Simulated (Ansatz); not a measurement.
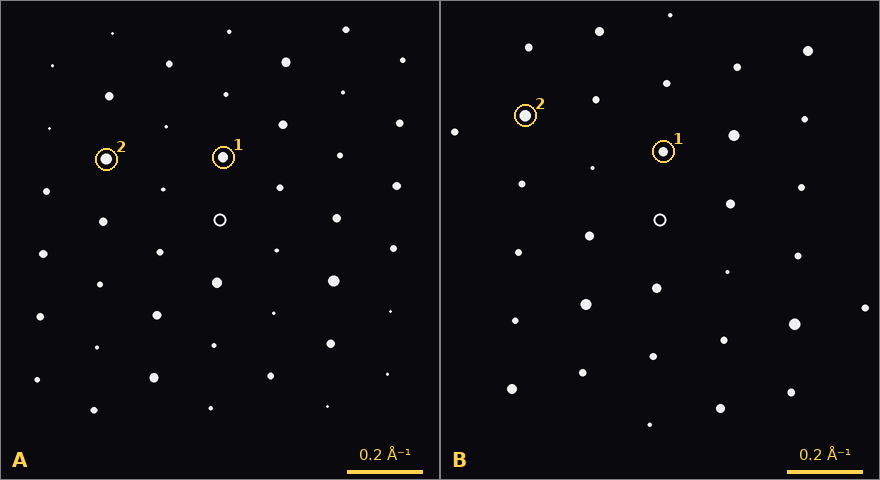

Kinematic electron diffraction patterns (200 kV, B = 0.5 Å², same scale) along [100] of the run's own cell, for the start and the end of one relaxation of SnAs2H4N2 with Ansatz 0.2.0, DFT, PAW plane waves, pbe. k mesh 6×6×4. The start is a generated model structure, and the relaxation ends in the nearest stationary point of its symmetry, not necessarily the ground state. Spot 1 is 0 -1 0 and spot 2 is 0 -2 -2 in both.

Start structure:

```yaml
crystal:
  lattice:
    - [0.00000, 3.45694, 0.00000]
    - [5.68921, -1.72847, 0.00000]
    - [1.45265, 0.00000, -5.16350]
  atoms:
    - { symbol: Sn, position: [0.00000, 0.00000, 0.00000] }
    - { symbol: As, position: [0.88120, 0.76240, 0.75370] }
    - { symbol: As, position: [0.11880, 0.23760, 0.24630] }
    - { symbol: N, position: [0.60670, 0.21340, 0.77060] }
    - { symbol: N, position: [0.39330, 0.78660, 0.22940] }
    - { symbol: H, position: [0.61000, 0.22000, 0.56600] }
    - { symbol: H, position: [0.39000, 0.78000, 0.43400] }
    - { symbol: H, position: [0.70100, 0.40200, 0.77620] }
    - { symbol: H, position: [0.29900, 0.59800, 0.22380] }
```

Q: Which pattern belongs to the start structure, and which to the relaxed one?

A: B is the start: its cell gives d(1) = 5.477 Å, d(2) = 2.199 Å and an angle of 55.1°. A is the relaxed structure, with d(1) = 5.957 Å (+8.8 %), d(2) = 2.902 Å (+32.0 %) and 64.6°.

Q: Name reflections whose intensity changes strongly on relaxation.

A: 0 2 1 goes from 17 to 0.2 % of the strongest spot; 0 1 -2 goes from 9.8 to 0.57 % of the strongest spot; 0 2 0 goes from 16 to 2.7 % of the strongest spot.

Q: Summarise the relaxation behind the change.

A: The volume changed by +20.8 % to 13.63 Å³ an atom; with the mean shift removed, the atoms moved by up to 0.57 Å relative to the cell (H most); the space group stayed C2/m (No. 12); the free energy fell by 730 meV an atom. Relaxed cell: a = 3.205 Å, b = 7.141 Å, c = 6.425 Å, α = 59.75°, β = 90.00°, γ = 102.97°.
